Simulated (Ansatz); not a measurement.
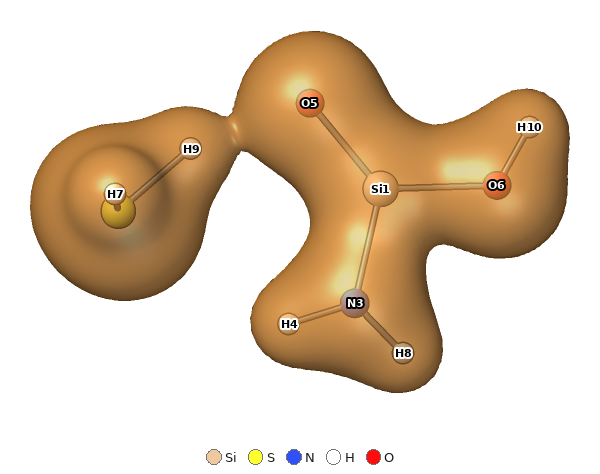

Figure. H₃NO₂Si···H₂S. Isosurface of the total electron density at 0.2 e/Å³ (orange), seen at a tilt.

Computed with RKS BLYP/6-31G in Ansatz 0.2.0.

The calculation's input:

```
crystal:
  periodic: [false, false, false]
  atoms:
    - { symbol: Si, position_ang: [-0.873871, -0.154871, 0.435266] }
    - { symbol: S, position_ang: [2.330228, -0.366144, -0.863841] }
    - { symbol: "N", position_ang: [-1.110873, -0.422869, -1.187421] }
    - { symbol: H, position_ang: [1.168088, -0.38942, -1.605085] }
    - { symbol: O, position_ang: [-0.508681, 1.420579, 1.021569] }
    - { symbol: O, position_ang: [-0.995205, -1.13506, 1.84423] }
    - { symbol: H, position_ang: [2.667789, 0.943873, -1.210322] }
    - { symbol: H, position_ang: [-1.459034, -1.321699, -1.549187] }
    - { symbol: H, position_ang: [-0.457923, 2.17578, 0.392628] }
    - { symbol: H, position_ang: [-0.760618, -0.750169, 2.722263] }
basis:
  gaussian: { orbitals: "6-31G" }
hamiltonian:
  xc: blyp
relax:
  f_tol: 0.03
  max_steps: 50
output:
  orbitals: {}
```

Launched as:

```sh
ansatz run input.yaml --threads 1 --pin off --max-ram 2048MiB --backend cpu --events-out ev --progress --plain --runs-dir out
```

The fields are those of the relaxed geometry.

Question: What does this surface tell about the bonding?

Answer: At this value the surface is in one piece. It bridges the shortest O···H (1.88 Å), Si–O (1.63 Å), Si–N (1.72 Å) and O–H (0.98 Å) contacts, where the density stays above the isovalue. On the grid the lowest density along these lines, outside the cores, is 0.24 e/Å³ (O···H, 1.88 Å), 0.89 e/Å³ (Si–O, 1.63 Å), 0.78 e/Å³ (Si–N, 1.72 Å) and 2.1 e/Å³ (O–H, 0.98 Å).
